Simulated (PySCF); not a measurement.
System: C₆H₉ClOSi (SMILES CC(=O)[C@H]1C=C1[SiH2]CCl).

Input file:

```
{"job": {"kind": "nmr", "xc": "PBE0", "basis": "pcSseg-1"}, "charge": 0, "multiplicity": 1}
C     -2.419986     0.573822     1.359535
C     -1.409904     0.566985     0.237244
O     -0.855706     1.571675    -0.154189
C     -1.121872    -0.760473    -0.341903
C     -0.838320    -0.855102    -1.816262
C      0.223635    -0.908071    -1.073680
Si     2.046100    -0.819120    -0.714862
C      2.283502     0.760712     0.332875
Cl     4.025913     0.976897     0.666045
H     -3.364930     0.169138     1.003209
H     -2.569346     1.586944     1.722019
H     -2.066714    -0.057042     2.172579
H     -1.549676    -1.616415     0.171012
H     -1.334591    -0.850891    -2.754043
H      2.783818    -0.711943    -1.972145
H      2.434031    -1.990132     0.076718
H      1.940049     1.657257    -0.177925
H      1.785239     0.712076     1.298825
```

Run with:

```sh
OMP_NUM_THREADS=1 python probes_run.py task.json out
```

Geometry: GFN2-xTB.

All numbers below come from PBE0/pcSseg-1, SCF density, gas phase, non-relativistic (PySCF 2.14.0).

Predict the electron density and electron localisation function between the atoms.

Answer. C–O (1.21 Å): the density is about 3.3 e/Å³ at the midpoint; the ELF peaks at about 0.85 between the atoms (a multiple bond).
C–H (1.09 Å): ρ at the midpoint is about 2 e/Å³; the ELF climbs to about 1 towards the hydrogen, as it does in any bond to H; a covalent bond by its length.
C–C (1.48 Å): the density is about 1.8 e/Å³ at the midpoint; the ELF peaks at about 0.95 between the atoms, as expected for a covalent bond.

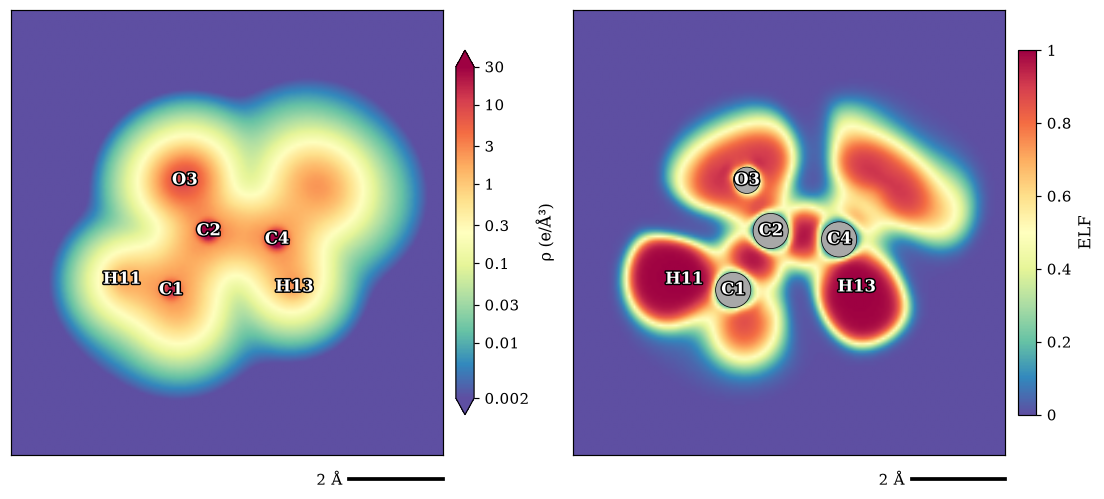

Computed electron density and electron localisation function on the plane of atoms C2, C4 and H13, in this order. Grey discs cover the atomic cores in the ELF map. 
